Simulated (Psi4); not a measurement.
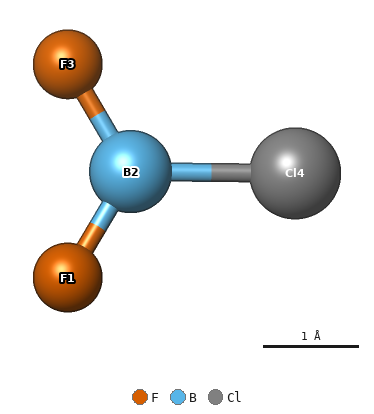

The input geometry (ball-and-stick view, seen on its broad side; atoms are numbered from 1 in the order of the input). Bond lengths as drawn: B–Cl 1.74 Å and B–F 1.31 Å.

**Geometry relaxation of BClF2 (part 1 of 4)**

- system: BClF2
- method: B97-3c/def2-mTZVP, RKS (Psi4 1.11)

The geometry comes from this level: PBE0-D4/def2-TZVP.

The input (run.py):
```python
import psi4

psi4.set_memory('1600 MB')
psi4.set_num_threads(1)
psi4.core.set_output_file('output.dat', False)

with open('bclf2.xyz') as f:
    atoms = ''.join(f.readlines()[2:])
mol = psi4.geometry('0 1\n' + atoms + '')

options = {'geom_maxiter': 60}
psi4.set_options(options)

e, wfn = psi4.optimize('b97-3c', molecule=mol, return_wfn=True)
print(f'b97-3c energy: {e:.10f} Eh')
print(mol.to_string(dtype='xyz', units='Angstrom'))
```

File bclf2.xyz:
```
4
BClF2
F     -0.173700    -1.254300    -0.546300
B     -0.067100    -0.041300    -0.062000
F     -1.011600     0.830100    -0.317700
Cl     1.307900     0.405300     0.905700
```

Hardware: 1 thread of Intel Xeon (Granite Rapids), 128 GiB of memory available, shared host.

Launched with:
```bash
python run.py
```

The program's output:
```
gradient() will perform analytic gradient computation.

   => Loading Basis Set <=

    Name: DEF2-MTZVP
    Role: ORBITAL
    Keyword: BASIS

   => B973C: Empirical Dispersion <=

        s6 =       1.000000
        s8 =       1.500000
        a1 =       0.370000
        a2 =       4.100000
        s9 =       1.000000

         ---------------------------------------------------------
                                   SCF
                              RKS Reference
                        1 Threads,   1525 MiB Core
         ---------------------------------------------------------

  ==> Geometry <==

    Molecular point group: c1
    Full point group: C1

    Geometry (in Angstrom), charge = 0, multiplicity = 1:

       Center              X                  Y                   Z               Mass
    ------------   -----------------  -----------------  -----------------  -----------------
         F           -0.441377764839    -1.321689954871    -0.719852828738    18.998403162730
         B           -0.334777764839    -0.108689954871    -0.235552828738    11.009305360000
         F           -1.279277764839     0.762710045129    -0.491252828738    18.998403162730
         CL           1.040222235161     0.337910045129     0.732147171262    34.968852682000

  Running in c1 symmetry.

  Rotational constants: A =      0.34803  B =      0.15670  C =      0.10805 [cm^-1]
  Rotational constants: A =  10433.74377  B =   4697.87926  C =   3239.33978 [MHz]
  Nuclear repulsion =  142.136300753478139

  Charge       = 0
  Multiplicity = 1
  Electrons    = 40
  Nalpha       = 20
  Nbeta        = 20

  ==> Algorithm <==

  SCF Algorithm Type is DF.
  DIIS enabled.
  MOM disabled.
  Fractional occupation disabled.
  Guess Type is SAD.
  Energy threshold   = 1.00e-08
  Density threshold  = 1.00e-08
  Integral threshold = 1.00e-12

  ==> Primary Basis <==

  Basis Set: DEF2-MTZVP
    Blend: DEF2-MTZVP
    Number of shells: 37
    Number of basis functions: 79
    Number of Cartesian functions: 83
    Spherical Harmonics?: true
    Max angular momentum: 2

  ==> DFT Potential <==

   => LibXC <=

    Version 7.1.2

   => Composite Functional: B973C <=

    Deriv               =              1
    GGA                 =           TRUE
    Meta                =          FALSE

    Exchange Hybrid     =          FALSE
    MP2 Hybrid          =          FALSE

   => Exchange-Correlation Functionals <=

   => LibXC Density Thresholds  <==

    XC_GGA_XC_B97_3C:  1.00E-14

   => Molecular Quadrature <=

    Radial Scheme          =       TREUTLER
    Pruning Scheme         =           NONE
    Nuclear Scheme         =       TREUTLER

    Blocking Scheme        =         OCTREE
    BS radius alpha        =              1
    Pruning alpha          =              1
    Radial Points          =             75
    Spherical Points       =            302
    Total Points           =          87152
    Total Blocks           =            719
    Max Points             =            254
    Max Functions          =             75
    Weights Tolerance      =       1.00E-15

   => Loading Basis Set <=

    Name: (DEF2-MTZVP AUX)
    Role: JKFIT
    Keyword: DF_BASIS_SCF

  ==> Integral Setup <==

  DFHelper Memory: AOs need 0.019 GiB; user supplied 0.959 GiB.
  SCF_SUBTYPE=INCORE selected. In-core MEM_DF algorithm will be used.
  Using in-core AOs.

  ==> MemDFJK: Density-Fitted J/K Matrices <==

    J tasked:                   Yes
    K tasked:                    No
    wK tasked:                   No
    Memory [MiB]:               981
    Algorithm:                 Core
    Schwarz Cutoff:           1E-12
    Mask sparsity (%):       1.8266
    Fitting Condition:        1E-10

   => Auxiliary Basis Set <=

  Basis Set: (DEF2-MTZVP AUX)
    Blend: DEF2-UNIVERSAL-JKFIT
    Number of shells: 113
    Number of basis functions: 357
    Number of Cartesian functions: 430
    Spherical Harmonics?: true
    Max angular momentum: 4

  Cached 100.0% of DFT collocation blocks in 0.159 [GiB].

  Minimum eigenvalue in the overlap matrix is 4.5639826039E-03.
  Reciprocal condition number of the overlap matrix is 8.7156577648E-04.
    Using symmetric orthogonalization.

  ==> Pre-Iterations <==

  SCF Guess: Superposition of Atomic Densities via on-the-fly atomic UHF (no occupation information).

   -------------------------
    Irrep   Nso     Nmo
   -------------------------
     A         79      79
   -------------------------
    Total      79      79
   -------------------------

  ==> Iterations <==

                           Total Energy        Delta E     RMS |[F,P]|

   @DF-RKS iter SAD:  -684.43688301292184   -6.84437e+02   0.00000e+00
   @DF-RKS iter   1:  -684.64656750021686   -2.09684e-01   7.90495e-03 DIIS/ADIIS
   @DF-RKS iter   2:  -684.48453881950911    1.62029e-01   1.24179e-02 DIIS/ADIIS
   @DF-RKS iter   3:  -684.76068270356132   -2.76144e-01   1.69508e-03 DIIS/ADIIS
   @DF-RKS iter   4:  -684.76776274609381   -7.08004e-03   1.71831e-04 DIIS/ADIIS
   @DF-RKS iter   5:  -684.76784137470986   -7.86286e-05   4.26899e-05 DIIS
   @DF-RKS iter   6:  -684.76784665002651   -5.27532e-06   9.29589e-06 DIIS
   @DF-RKS iter   7:  -684.76784678816011   -1.38134e-07   5.10061e-06 DIIS
   @DF-RKS iter   8:  -684.76784687504130   -8.68812e-08   2.92772e-07 DIIS
   @DF-RKS iter   9:  -684.76784687502334    1.79625e-11   3.08046e-07 DIIS
   @DF-RKS iter  10:  -684.76784687519728   -1.73941e-10   2.45392e-08 DIIS
   @DF-RKS iter  11:  -684.76784687519898   -1.70530e-12   1.42870e-09 DIIS
  Energy and wave function converged.

  ==> Post-Iterations <==

   Electrons on quadrature grid:
      Ntotal   =   40.0000075097 ; deviation = 7.510e-06

    Orbital Energies [Eh]
    ---------------------

    Doubly Occupied:

       1A   -100.659405     2A    -24.282199     3A    -24.282148
       4A     -9.247198     5A     -7.079976     6A     -7.073225
       7A     -7.071113     8A     -6.677871     9A     -1.171956
      10A     -1.144735    11A     -0.795409    12A     -0.542684
      13A     -0.505944    14A     -0.472151    15A     -0.463475
      16A     -0.406965    17A     -0.392099    18A     -0.381025
      19A     -0.323820    20A     -0.307829

    Virtual:

      21A     -0.038759    22A      0.004072    23A      0.078893
      24A      0.095303    25A      0.098889    26A      0.107938
      27A      0.211870    28A      0.241604    29A      0.341714
      30A      0.351881    31A      0.371725    32A      0.504670
      33A      0.513788    34A      0.534309    35A      0.542947
      36A      0.564024    37A      0.614032    38A      0.636448
      39A      0.645227    40A      0.671935    41A      0.678013
      42A      0.710311    43A      0.722324    44A      0.802489
      45A      0.809991    46A      0.860750    47A      0.948707
      48A      1.008382    49A      1.128004    50A      1.284621
      51A      1.401989    52A      1.697054    53A      1.775856
      54A      1.779446    55A      1.912986    56A      1.930884
      57A      1.971818    58A      2.036119    59A      2.138504
      60A      2.194659    61A      2.366468    62A      2.413397
      63A      2.481626    64A      2.486391    65A      2.574959
      66A      2.718063    67A      2.745064    68A      3.077809
      69A      3.091287    70A      3.126353    71A      3.303611
      72A      3.514894    73A      3.566628    74A      4.016373
      75A      4.135798    76A     13.783682    77A     24.317466
      78A     56.491439    79A     56.571455

    Final Occupation by Irrep:
              A
    DOCC [    20 ]
    NA   [    20 ]
    NB   [    20 ]

  @DF-RKS Final Energy:  -684.76784687519898

   => Energetics <=

    Nuclear Repulsion Energy =            142.1363007534781389
    One-Electron Energy =               -1230.1607834239553085
    Two-Electron Energy =                 456.3946467309829131
    DFT Exchange-Correlation Energy =     -53.1234437075107024
    Empirical Dispersion Energy =          -0.0145672281939872
    VV10 Nonlocal Energy =                  0.0000000000000000
    Total Energy =                       -684.7678468751989840

Computation Completed

Properties will be evaluated at   0.000000,   0.000000,   0.000000 [a0]

Properties computed using the SCF density matrix

 Multipole Moments:

 ------------------------------------------------------------------------------------
     Multipole            Electronic (a.u.)      Nuclear  (a.u.)        Total (a.u.)
 ------------------------------------------------------------------------------------

 L = 1.  Multiply by 2.5417464519 to convert [e a0] to [Debye]
 Dipole X            :         -0.9378130            0.9901965            0.0523835
 Dipole Y            :         -0.3042972            0.3216348            0.0173376
 Dipole Z            :         -0.6598419            0.6969061            0.0370642
 Magnitude           :                                                    0.0664709

 ------------------------------------------------------------------------------------

	total time  =          4 seconds =       0.07 minutes

         ------------------------------------------------------------
                                   SCF GRAD
         ------------------------------------------------------------

  ==> Geometry <==

    Molecular point group: c1
    Full point group: C1

    Geometry (in Angstrom), charge = 0, multiplicity = 1:

       Center              X                  Y                   Z               Mass
    ------------   -----------------  -----------------  -----------------  -----------------
         F           -0.441377764839    -1.321689954871    -0.719852828738    18.998403162730
         B           -0.334777764839    -0.108689954871    -0.235552828738    11.009305360000
         F           -1.279277764839     0.762710045129    -0.491252828738    18.998403162730
         CL           1.040222235161     0.337910045129     0.732147171262    34.968852682000

  Nuclear repulsion =  142.136300753478110

  ==> Basis Set <==

  Basis Set: DEF2-MTZVP
    Blend: DEF2-MTZVP
    Number of shells: 37
    Number of basis functions: 79
    Number of Cartesian functions: 83
    Spherical Harmonics?: true
    Max angular momentum: 2

  ==> DFJKGrad: Density-Fitted SCF Gradients <==

    Gradient:                    1
    J tasked:                  Yes
    K tasked:                   No
    wK tasked:                  No
    Integrals threads:           1
    Memory [MiB]:             1144
    Schwarz Cutoff:          1E-12
    Fitting Condition:       1E-10

   => Auxiliary Basis Set <=

  Basis Set: (DEF2-MTZVP AUX)
    Blend: DEF2-UNIVERSAL-JKFIT
    Number of shells: 113
    Number of basis functions: 357
    Number of Cartesian functions: 430
    Spherical Harmonics?: true
    Max angular momentum: 4

   => Molecular Quadrature <=

    Radial Scheme          =       TREUTLER
    Pruning Scheme         =           NONE
    Nuclear Scheme         =       TREUTLER

    Blocking Scheme        =         OCTREE
    BS radius alpha        =              1
    Pruning alpha          =              1
    Radial Points          =             75
    Spherical Points       =            302
    Total Points           =          87152
    Total Blocks           =            719
    Max Points             =            254
    Max Functions          =             75
    Weights Tolerance      =       1.00E-15

  -Total Gradient:
     Atom            X                  Y                   Z
    ------   -----------------  -----------------  -----------------
       1        0.000379280454     0.007048066535     0.002666246161
       2       -0.000353089070     0.000011633464    -0.000190028986
       3        0.005408344598    -0.005296812265     0.001351726512
       4       -0.005044698365    -0.001637598757    -0.003554354842

	total time  =          1 seconds =       0.02 minutes

    			-----------------------------------------

    			 OPTKING 3.0: for geometry optimizations

    			        with contributions from

    			-----------------------------------------

	                            ===> Fragment 1 <==

	 Z (Atomic Numbers)          Masses                          Geom
	       9.000000            18.998403         -0.83408309 -2.49763204 -1.36032470
	       5.000000            11.009305         -0.63263829 -0.20539425 -0.44513033
	       9.000000            18.998403         -2.41748461  1.44131310 -0.92833330
	      17.000000            34.968853          1.96573513  0.63855744  1.38355764

	 - Coordinate -           - BOHR/RAD -       - ANG/DEG -
	 R(1,2)           =         2.476391           1.310450
	 R(2,3)           =         2.476047           1.310267
	 R(2,4)           =         3.287537           1.739690
	 B(1,2,3)         =         2.076976         119.001967
	 B(1,2,4)         =         2.103063         120.496619
	 B(3,2,4)         =         2.103146         120.501414
	 O(1,2,3,4)       =         0.000116           0.006656
	 O(3,2,1,4)       =        -0.000116          -0.006655
	 O(4,2,1,3)       =         0.000114           0.006557

	        --- Internal Coordinate Step in ANG or DEG, aJ/ANG or AJ/DEG ---
	-------------------------------------------------------------------------------
	           Coordinate      Previous         Force          Change          New
	           ----------      --------        ------          ------        ------
	               R(1,2)       1.31045        0.06161        0.00614       1.31659
	               R(2,3)       1.31027        0.06280        0.00626       1.31653
	               R(2,4)       1.73969        0.05362        0.01092       1.75061
	             B(1,2,3)     119.00197        0.00005        0.14266     119.14463
	             B(1,2,4)     120.49662       -0.00002       -0.07174     120.42488
	             B(3,2,4)     120.50141       -0.00002       -0.07119     120.43023
	           O(1,2,3,4)       0.00666       -0.00000       -0.17040      -0.16375
	           O(3,2,1,4)      -0.00666        0.00000        0.17040       0.16374
	           O(4,2,1,3)       0.00656       -0.00000       -0.16822      -0.16166
	-------------------------------------------------------------------------------

	                                 ==> Convergence Check <==

	Measures of convergence in internal coordinates in au.

	Criteria marked as inactive (o), active & met (*), and active & unmet ( ).
```
